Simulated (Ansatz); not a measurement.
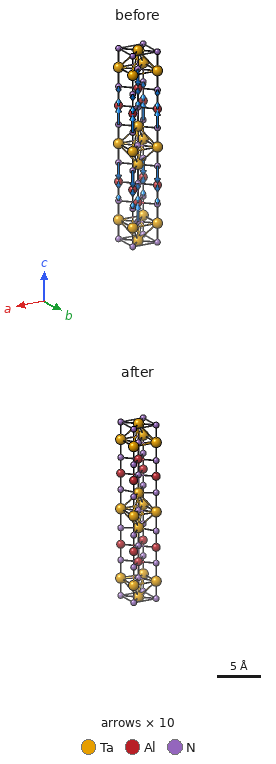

The structure of crystalline Ta3Al2N5 (a generated structure, set up in I4/mmm) (coarse preliminary run) before (top) and after (bottom) a relaxation, at one scale. The blue arrows give the displacements (the part carried along by the change of the cell is left out), magnified 10 times.

Style: ball-and-stick. Shown: the conventional cell (2 times the calculation's cell), from a free direction. Lengths and directions refer to the drawn axes.

Theory: DFT PBE, scalar-relativistic, plane waves, PAW in Ansatz 0.2.0.

Input file:
```yaml
crystal:
  lattice:
    - [-1.6750764, 1.6750764, 11.84457878]
    - [1.6750764, -1.6750764, 11.84457878]
    - [1.6750764, 1.6750764, -11.84457878]
  atoms:
    - { symbol: Ta, position: [0.1, 0.1, 0.0] }
    - { symbol: Ta, position: [0.9, 0.9, 0.0] }
    - { symbol: Ta, position: [0.5, 0.5, 0.0] }
    - { symbol: Al, position: [0.7, 0.7, 0.0] }
    - { symbol: Al, position: [0.3, 0.3, 0.0] }
    - { symbol: "N", position: [0.0, 0.0, 0.0] }
    - { symbol: "N", position: [0.6, 0.6, 0.0] }
    - { symbol: "N", position: [0.2, 0.2, 0.0] }
    - { symbol: "N", position: [0.8, 0.8, 0.0] }
    - { symbol: "N", position: [0.4, 0.4, 0.0] }
basis:
  ecutwfc: 420
kpoints:
  mp_grid: { grid: [8, 8, 8] }
hamiltonian:
  xc: pbe
scf:
  occupations: { method: gaussian, width: 0.1 }
  lower_state_search: "off"
output:
  forces: true
  stress: true
  eigenvalues: true
relax:
  adjacent_minimum: "off"
  f_tol: 0.04
  max_steps: 70
  cell: { stress_tol: 0.4 }
```

Launched with:
```bash
ansatz run input.yaml --threads 4 --pin off --max-ram 8192MiB --backend cpu --events-out ev --progress --plain --runs-dir out
```

Q: What changed between the two?

A: The largest moves relative to the cell, 0.23 Å, are those of N7 and N10. N10 goes along −c. Largest moves by element: N 0.23 Å, Al 0.10 Å. Ta stays in place. The drawn cell changes as follows: a = b 3.350 → 3.054 Å (−8.8 %), c 23.689 → 21.564 Å (−9.0 %); the volume changes by −24.4 %. Near-neighbour distances that change, for instance: Al4–N9 2.369 → 1.962 Å, Al4–N7 2.369 → 2.026 Å, Ta1–Ta1 3.350 → 3.054 Å, Ta1–N6 2.369 → 2.159 Å. Bond angles that change, for instance: Ta1–N7–Ta1 180.0° → 168.0°, Ta1–N7–Ta3 90.0° → 84.0°, Ta1–N7–Al4 90.0° → 96.0°. The space group stays I4/mmm (No. 139). After 6 accepted moves (8 points after the start) the energy has fallen by 597 meV per atom. Largest force component: 1.1 eV/Å at the start, 0.024 eV/Å at the end. The pressure goes from −41.40 to 0.09 GPa. At 2 points the geometry stayed and the basis and grid were re-selected for the new cell (energy shift of 2.5 meV per atom at most each time).
